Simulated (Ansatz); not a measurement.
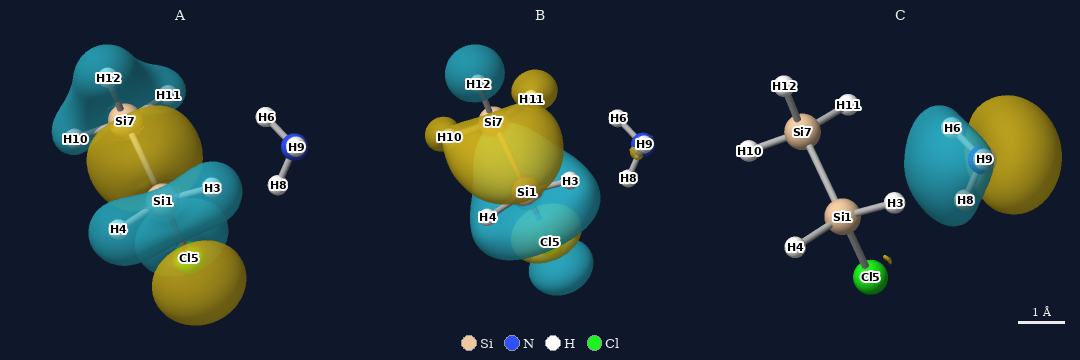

ClH5Si2···NH3. Three frontier orbitals at ±0.08 Å⁻³ᐟ² (yellow and cyan are the two phases), in no order.

Theory: RKS PBE0-D4/def2-SVP (Ansatz).

| atom | x (Å) | y (Å) | z (Å) |
| --- | --- | --- | --- |
| Si | -1.3517 | 0.5387 | -0.0060 |
| N | 1.0274 | -1.8515 | 1.3864 |
| H | -1.1423 | 0.4840 | 1.4688 |
| H | -2.5043 | 1.4445 | -0.2852 |
| Cl | -1.8791 | -1.3610 | -0.6826 |
| H | 1.6109 | -1.2848 | 0.7732 |
| Si | 0.5374 | 1.2375 | -1.2009 |
| H | 0.2260 | -2.1469 | 0.8299 |
| H | 0.6671 | -1.2270 | 2.1060 |
| H | 0.1763 | 1.3319 | -2.6469 |
| H | 1.6499 | 0.2562 | -1.0332 |
| H | 0.9823 | 2.5782 | -0.7095 |

### Which picture is the HOMO−1, the HOMO and the LUMO?

A is the HOMO−1 (−8.39 eV). By Hirshfeld shares it lies mainly on Cl5 (about 35 %), Si7 (about 25 %) and Si1 (about 25 %). C is the HOMO (−7.20 eV). Its weight (Hirshfeld) is mainly on N2 (about 80 %); largely a lone pair of N2. B is the LUMO (−0.57 eV). It lies mainly on Si1 (about 40 %), Si7 (about 20 %) and Cl5 (about 20 %).

### What is the HOMO–LUMO gap?

6.63 eV between the orbital energies.
